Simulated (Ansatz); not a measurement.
**ClH3Sn: molecular dynamics**

The plan is to follow the molecule's vibrations and see whether its bonds hold. The start is relaxed first. Runs: 300 steps of 0.5 fs at constant energy, with velocities drawn for 300 K. SMILES of the start: [Cl][SnH3].

All numbers below are computed with Ansatz 0.2.0 (RKS PBE0/def2-SVPD).

## (1) The starting structure

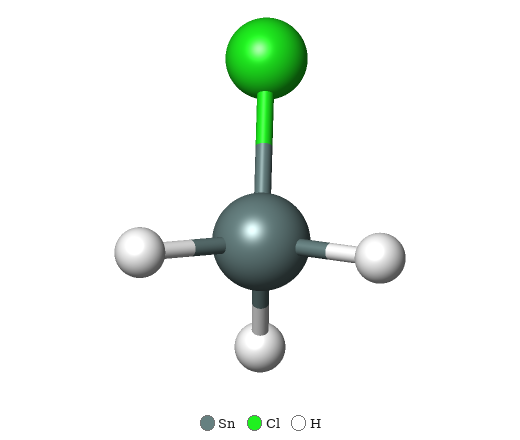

The starting structure, seen from a free direction (tin teal, chlorine green, hydrogen white).

As a file:

```xyz
5

Sn    0.0000    0.0000    0.0000
Cl    0.0000    0.0000    2.4100
H     1.6408    0.0000   -0.5794
H    -0.8195    1.4198   -0.5794
H    -0.8195   -1.4198   -0.5794
```

## (2) Relaxing the start

File input.yaml:

```yaml
crystal:
  periodic: [false, false, false]
  atoms:
    - { symbol: Sn, position_ang: [0.0, 0.0, 0.0] }
    - { symbol: Cl, position_ang: [0.0, 0.0, 2.41] }
    - { symbol: H, position_ang: [1.6408, 0.0, -0.5794] }
    - { symbol: H, position_ang: [-0.8195, 1.4198, -0.5794] }
    - { symbol: H, position_ang: [-0.8195, -1.4198, -0.5794] }
basis:
  gaussian: { orbitals: def2-SVPD }
hamiltonian:
  xc: pbe0
relax:
  f_tol: 0.02
  max_steps: 40
output:
  orbitals: {}
```

On the command line:

```console
ansatz run input.yaml --threads 1 --pin off --max-ram 2048MiB --backend cpu --events-out ev --progress --plain --runs-dir out
```

Log, shortened:

```text
Warning: RAYON_NUM_THREADS=1 ignored (pool sized by the plan → 1); use --threads N
[...]
Functional definition: PBE0
[...]
967 factors; integrals over basis functions are off by at most 2.4e-4 eV
[...]
mean field -18395.51207621 eV, -676.0225998747 hartree, gradient 7.3e-5 eV, S^2 0.000000; 0 other end points of the search recorded, 0 dependent functions left out
[...]
reference -18395.51210794 eV, -676.0226010407 hartree; 21, 21 occupied and 62, 62 virtual orbitals, 967 factors
relax step   1: F+E_penalty+E_count = -18395.51207621 eV  Δ(F+E_penalty+E_count) = +0.000e0 eV  max|allowed force component| = 6.129e-1 eV/Å  Δτ_max = 0.0000 Å  (23 SCF iters, accepted)
[...]
relax step   4: F+E_penalty+E_count = -18395.58366907 eV  Δ(F+E_penalty+E_count) = -1.096e-4 eV  max|allowed force component| = 7.548e-2 eV/Å  Δτ_max = 0.0073 Å  (29 SCF iters, accepted)
[...]
relax step   5: F+E_penalty+E_count = -18395.58383524 eV  Δ(F+E_penalty+E_count) = -1.662e-4 eV  max|allowed force component| = 2.588e-3 eV/Å  Δτ_max = 0.0029 Å  (22 SCF iters, accepted)
967 factors; integrals over basis functions are off by at most 2.7e-4 eV
mean field -18395.58383524 eV, -676.0252369706 hartree, gradient 7.7e-6 eV, S^2 0.000000; 1 other end points of the search recorded, 0 dependent functions left out
[...]
reference -18395.58386669 eV, -676.0252381262 hartree; 21, 21 occupied and 62, 62 virtual orbitals, 967 factors
Total energy: -18395.58386669 eV, -676.0252381262 hartree
Atom 0 at     0.000392     0.000000    -0.067269 Å, force    -0.000093     0.000000    -0.001884 eV/Å
Atom 1 at     0.000123     0.000000     2.307029 Å, force    -0.000007     0.000000     0.002588 eV/Å
Atom 2 at     1.643031    -0.000000    -0.522448 Å, force    -0.000137     0.000000    -0.000260 eV/Å
Atom 3 at    -0.820873     1.422516    -0.522756 Å, force     0.000119    -0.000184    -0.000222 eV/Å
Atom 4 at    -0.820873    -1.422516    -0.522756 Å, force     0.000119     0.000184    -0.000222 eV/Å
Dipole moment:     0.000078     0.000000    -0.593291 e Å
```

Run time: 22 s. Hardware: 1 thread of Arm Neoverse V1, shared host; peak memory 0.16 GiB.

Step by step:

```csv
step,energy from step 1 (eV),largest force component (eV/Å)
1,0.0000,0.6129
2,-0.0231,0.5669
3,-0.0715,0.0346
4,-0.0716,0.0755
5,-0.0718,0.0026
```

Step 1 is the start.

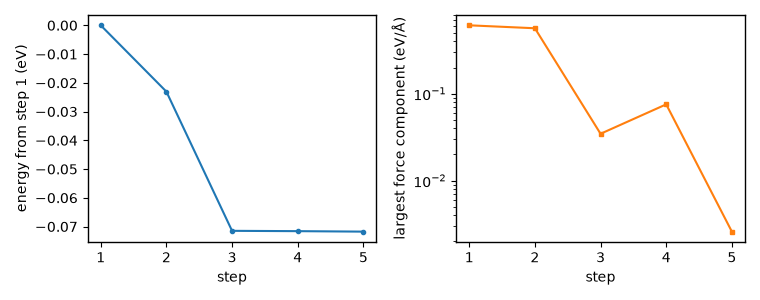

Energy and largest force along the relaxation.

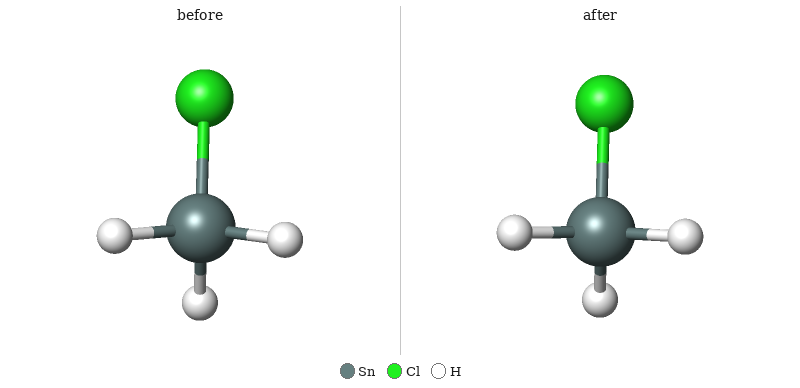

The structure before (left) and after (right), drawn at the same scale.

After: Bond lengths: Sn1–Cl2 2.374 Å, Sn1–H3 1.705 Å, Sn1–H4 1.705 Å, Sn1–H5 1.705 Å. Angles: Cl2–Sn1–H3 105.5°, Cl2–Sn1–H4 105.5°, Cl2–Sn1–H5 105.5°, H3–Sn1–H4 113.1°, H3–Sn1–H5 113.1°, H4–Sn1–H5 113.1°.

## (3) Dynamics

300 steps of 0.5 fs at constant energy, with velocities drawn for 300 K, from the relaxed start.

File input.yaml:

```yaml
crystal:
  periodic: [false, false, false]
  atoms:
    - { symbol: Sn, position_ang: [0.000392, 0.0, -0.067269] }
    - { symbol: Cl, position_ang: [0.000123, 0.0, 2.307029] }
    - { symbol: H, position_ang: [1.643031, 0.0, -0.522448] }
    - { symbol: H, position_ang: [-0.820873, 1.422516, -0.522756] }
    - { symbol: H, position_ang: [-0.820873, -1.422516, -0.522756] }
basis:
  gaussian: { orbitals: def2-SVPD }
hamiltonian:
  xc: pbe0
md:
  timestep: 0.5
  n_steps: 300
  ensemble: nve
  temperature: 300.0
  initial_velocities: maxwell_boltzmann
  seed: 864600
```

On the command line:

```console
ansatz run input.yaml --threads 1 --pin off --max-ram 2048MiB --backend cpu --events-out ev --progress --plain --runs-dir out
```

Log, shortened:

```text
Warning: RAYON_NUM_THREADS=1 ignored (pool sized by the plan → 1); use --threads N
[...]
Functional definition: PBE0
[...]
967 factors; integrals over basis functions are off by at most 2.7e-4 eV
[...]
mean field -18395.58383524 eV, -676.0252369706 hartree, gradient 2.4e-5 eV, S^2 0.000000; 0 other end points of the search recorded, 0 dependent functions left out
[...]
reference -18395.58386669 eV, -676.0252381262 hartree; 21, 21 occupied and 62, 62 virtual orbitals, 967 factors
md step     0: t =     0.00 fs  T =   300.0 K  F+E_penalty+E_count = -18395.58383524 eV  E_kin = 0.116334 eV  conserved = -18395.46750124 eV  (22 SCF iters)
[...]
md step    20: t =    10.00 fs  T =   119.6 K  F+E_penalty+E_count = -18395.51372893 eV  E_kin = 0.046376 eV  conserved = -18395.46735275 eV  (28 SCF iters)
[...]
md step    40: t =    20.00 fs  T =    39.7 K  F+E_penalty+E_count = -18395.48264340 eV  E_kin = 0.015406 eV  conserved = -18395.46723757 eV  (21 SCF iters)
[...]
md step    60: t =    30.00 fs  T =   180.2 K  F+E_penalty+E_count = -18395.53713859 eV  E_kin = 0.069883 eV  conserved = -18395.46725528 eV  (20 SCF iters)
[...]
md step    80: t =    40.00 fs  T =   206.9 K  F+E_penalty+E_count = -18395.54761560 eV  E_kin = 0.080238 eV  conserved = -18395.46737762 eV  (28 SCF iters)
md step    81: t =    40.50 fs  T =   212.2 K  F+E_penalty+E_count = -18395.54972006 eV  E_kin = 0.082297 eV  conserved = -18395.46742261 eV  (28 SCF iters)
```

## (4) The log goes on: dynamics from the start

The log, continued, shortened:

```text
md step    82: t =    41.00 fs  T =   214.7 K  F+E_penalty+E_count = -18395.55071716 eV  E_kin = 0.083261 eV  conserved = -18395.46745566 eV  (28 SCF iters)
[...]
md step   107: t =    53.50 fs  T =    34.1 K  F+E_penalty+E_count = -18395.48048460 eV  E_kin = 0.013213 eV  conserved = -18395.46727201 eV  (21 SCF iters)
[...]
md step   132: t =    66.00 fs  T =   249.4 K  F+E_penalty+E_count = -18395.56409160 eV  E_kin = 0.096706 eV  conserved = -18395.46738592 eV  (28 SCF iters)
[...]
md step   157: t =    78.50 fs  T =   114.5 K  F+E_penalty+E_count = -18395.51172000 eV  E_kin = 0.044406 eV  conserved = -18395.46731443 eV  (29 SCF iters)
[...]
md step   182: t =    91.00 fs  T =    97.3 K  F+E_penalty+E_count = -18395.50509997 eV  E_kin = 0.037734 eV  conserved = -18395.46736607 eV  (28 SCF iters)
md step   183: t =    91.50 fs  T =   119.7 K  F+E_penalty+E_count = -18395.51383726 eV  E_kin = 0.046421 eV  conserved = -18395.46741644 eV  (28 SCF iters)
md step   184: t =    92.00 fs  T =   139.7 K  F+E_penalty+E_count = -18395.52162734 eV  E_kin = 0.054174 eV  conserved = -18395.46745351 eV  (27 SCF iters)
```

## (5) The log goes on: dynamics from the start

Output, continued, shortened:

```text
md step   185: t =    92.50 fs  T =   155.7 K  F+E_penalty+E_count = -18395.52786037 eV  E_kin = 0.060387 eV  conserved = -18395.46747331 eV  (27 SCF iters)
[...]
md step   206: t =   103.00 fs  T =   274.8 K  F+E_penalty+E_count = -18395.57401592 eV  E_kin = 0.106559 eV  conserved = -18395.46745695 eV  (27 SCF iters)
[...]
md step   227: t =   113.50 fs  T =    85.0 K  F+E_penalty+E_count = -18395.50021000 eV  E_kin = 0.032961 eV  conserved = -18395.46724860 eV  (21 SCF iters)
[...]
md step   248: t =   124.00 fs  T =    43.9 K  F+E_penalty+E_count = -18395.48428531 eV  E_kin = 0.017033 eV  conserved = -18395.46725227 eV  (21 SCF iters)
[...]
md step   299: t =   149.50 fs  T =    60.7 K  F+E_penalty+E_count = -18395.49079987 eV  E_kin = 0.023544 eV  conserved = -18395.46725618 eV  (21 SCF iters)
[...]
md step   300: t =   150.00 fs  T =    63.3 K  F+E_penalty+E_count = -18395.49182615 eV  E_kin = 0.024541 eV  conserved = -18395.46728500 eV  (22 SCF iters)
Total energy: -18395.49185775 eV, -676.0218568600 hartree
Atom 0 at     0.000140     0.003936    -0.067486 Å, force    -0.139878     0.344720    -0.230887 eV/Å
Atom 1 at    -0.000077    -0.009996     2.308243 Å, force     0.018017     0.305881     0.040949 eV/Å
Atom 2 at     1.637226    -0.037398    -0.533803 Å, force     0.054175     0.003288     0.013047 eV/Å
Atom 3 at    -0.792878     1.392796    -0.798452 Å, force     0.219597    -0.495364     0.481797 eV/Å
Atom 4 at    -0.806368    -1.467341    -0.252875 Å, force    -0.151910    -0.158525    -0.304906 eV/Å
Dipole moment:    -0.006162     0.019351    -0.589693 e Å
```

Run time: 18 min. Hardware: 1 thread of Arm Neoverse V1, shared host; peak memory 0.16 GiB.

## (6) Frames and traces

One step in 16; energies are changes from step 0:

```csv
time (fs),T (K),potential energy change (meV/atom),total energy change (meV/atom)
0.0,300,0.0,0.00
8.0,191,8.5,0.01
16.0,75,17.4,0.02
24.0,154,11.3,0.01
32.0,241,4.6,0.02
40.0,207,7.2,0.02
48.0,56,18.9,0.04
56.0,52,19.3,0.05
64.0,179,9.4,0.05
72.0,206,7.3,0.05
80.0,59,18.7,0.05
88.0,24,21.4,0.05
96.0,162,10.7,0.04
104.0,247,4.2,0.03
112.0,144,12.1,0.03
120.0,75,17.4,0.01
128.0,152,11.5,0.01
136.0,286,1.1,0.00
144.0,234,5.1,0.00
150.0,63,18.4,0.04
```

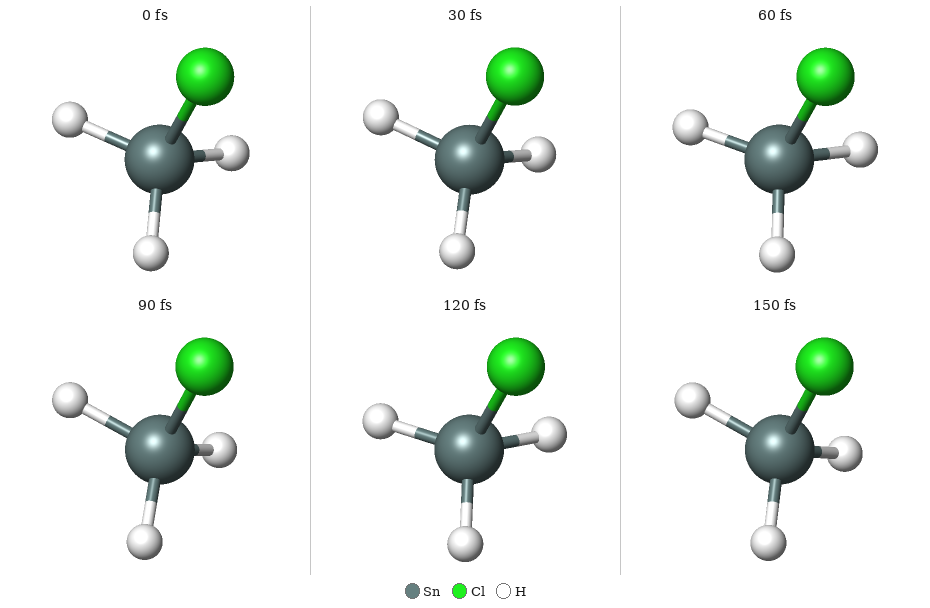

The system at six times, viewed from a free direction. Sticks join atoms within a bonding distance in each frame.

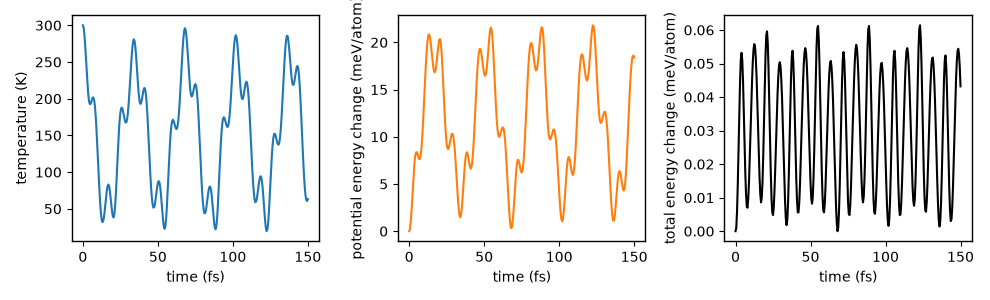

Traces against time; each panel has its own scale.

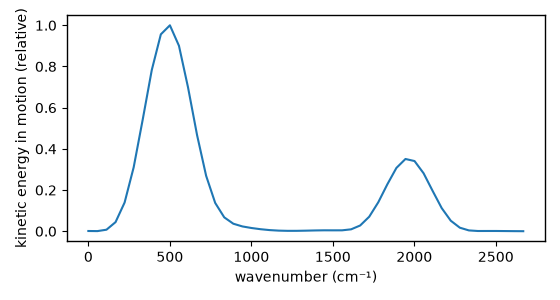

Power spectrum of the mass-weighted velocities; a run of 150 fs resolves no finer than about 440 cm⁻¹.

Maxima of the velocity power spectrum (cm⁻¹, relative height; resolution about 440 cm⁻¹): 500 (100), 1950 (35).

## (7) Positions and forces

Extended XYZ, with forces in eV/Å:

```xyz
5
time_fs=19.0 T=55 dE=0.0950
Sn    0.000    0.005   -0.069    0.358   -1.113    0.270
Cl    0.000   -0.011    2.312    0.015    0.327   -0.023
H     1.647   -0.056   -0.529   -0.074    0.006    0.050
H    -0.770    1.291   -0.785   -0.377    0.606   -0.047
H    -0.822   -1.492   -0.246    0.079    0.173   -0.250
5
time_fs=37.5 T=201 dE=0.0385
Sn    0.000    0.000   -0.069    0.361   -0.895    0.142
Cl    0.001    0.003    2.313   -0.024   -0.097   -0.085
H     1.660   -0.021   -0.491   -0.131    0.046   -0.002
H    -0.833    1.375   -0.438   -0.360    0.742   -0.258
H    -0.823   -1.410   -0.638    0.154    0.205    0.203
5
time_fs=56.0 T=52 dE=0.0964
Sn    0.000   -0.005   -0.068    0.416   -0.269   -0.054
Cl   -0.001    0.009    2.308    0.010   -0.307    0.038
H     1.645    0.134   -0.529   -0.080   -0.192    0.042
H    -0.746    1.458   -0.275   -0.482    0.635   -0.324
H    -0.821   -1.344   -0.773    0.136    0.134    0.299
5
time_fs=75.0 T=220 dE=0.0311
Sn    0.001    0.004   -0.066   -0.002   -0.755   -0.037
Cl   -0.001   -0.006    2.304    0.013    0.181    0.059
H     1.642   -0.073   -0.530   -0.038    0.081    0.019
H    -0.846    1.330   -0.668   -0.088    0.314    0.031
H    -0.835   -1.466   -0.388    0.115    0.180   -0.071
5
time_fs=94.0 T=175 dE=0.0486
Sn    0.000    0.004   -0.067   -0.155   -0.128   -0.112
Cl    0.000   -0.009    2.306    0.000    0.247    0.053
H     1.641   -0.070   -0.511    0.060    0.070   -0.024
H    -0.821    1.371   -0.734    0.146   -0.214    0.286
H    -0.805   -1.476   -0.318   -0.051    0.025   -0.203
5
time_fs=112.5 T=123 dE=0.0689
Sn    0.000   -0.005   -0.069   -0.240    1.211    0.073
Cl    0.000    0.008    2.312   -0.014   -0.248   -0.070
H     1.637    0.098   -0.507    0.119   -0.097   -0.033
H    -0.810    1.532   -0.340    0.248   -0.635   -0.062
H    -0.814   -1.326   -0.735   -0.113   -0.231    0.092
5
time_fs=131.0 T=141 dE=0.0620
Sn    0.001   -0.003   -0.069   -0.446    1.038    0.103
Cl    0.000    0.006    2.313    0.000   -0.186   -0.085
H     1.639   -0.007   -0.507    0.119    0.077   -0.047
H    -0.893    1.495   -0.365    0.484   -0.672   -0.028
H    -0.808   -1.348   -0.690   -0.157   -0.257    0.057
5
time_fs=150.0 T=63 dE=0.0920
Sn    0.000    0.004   -0.068   -0.140    0.345   -0.231
Cl    0.000   -0.010    2.308    0.018    0.306    0.041
H     1.637   -0.037   -0.534    0.054    0.003    0.013
H    -0.793    1.393   -0.798    0.220   -0.495    0.482
H    -0.806   -1.467   -0.253   -0.152   -0.159   -0.305
```

## (8) Outcome

```
                          quantity                         value
           relaxation of the start       4 moves, 0.072 eV lower
                            length           300 steps of 0.5 fs
  temperature, first and last step                  300 and 63 K
          temperature, second half  mean 148 K, from 20 to 287 K
     potential energy, second half   +12 meV/atom from the start
largest change of the total energy                 0.06 meV/atom
            bonds formed or broken                             0
```

In words: The temperature starts at 300 K and averages 148 K in the second half, where it ranges from 20 to 287 K. About half is expected from a start at a minimum: kinetic energy passes into potential energy until both shares match. The total energy strays from its start by at most 0.06 meV/atom, 0.5 % of the mean kinetic energy, so a step of 0.5 fs is short enough over this time. The bonds all hold. Averages from a run of 150 fs with 5 atoms are rough. The nuclei move classically, without zero-point motion, which matters most for hydrogen.
